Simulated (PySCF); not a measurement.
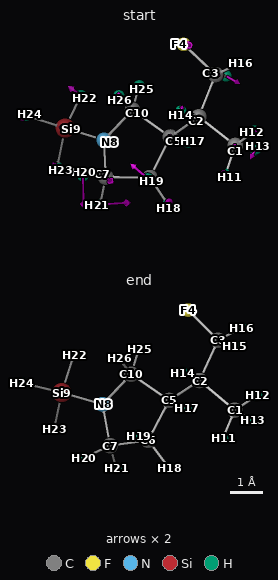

The structure of C$_{7}$H$_{16}$FNSi before (top) and after (bottom) a relaxation, at one scale. The purple arrows give the displacements, 2 times their true length.

A ball-and-stick model, seen at a tilt.

The start comes from GFN2-xTB. Its atoms were then displaced at random by about 0.01 Å.

Theory: PBE0-D3(BJ)/def2-SVP geometry optimisation, gas phase (PySCF 2.14.0, density-fitted response routines). 

**Summarise the run.**

H20 moves most after the best rigid fit: 0.68 Å. Largest moves by element: H 0.68 Å, F 0.33 Å, C 0.26 Å, Si 0.16 Å, N 0.09 Å. Near-neighbour distances that change, for instance: Si9–H22 1.427 → 1.495 Å, C1–H13 1.066 → 1.103 Å, C1–H11 1.064 → 1.099 Å, C3–F4 1.410 → 1.376 Å. Bond angles that change, for instance: N8–Si9–H23 104.5° → 108.3°, C7–N8–C10 107.1° → 110.8°, H22–Si9–H24 110.9° → 107.5°. Groups turn about C6–C7 by about 25°. After 16 geometry steps the energy has fallen by 6.83 kcal/mol.
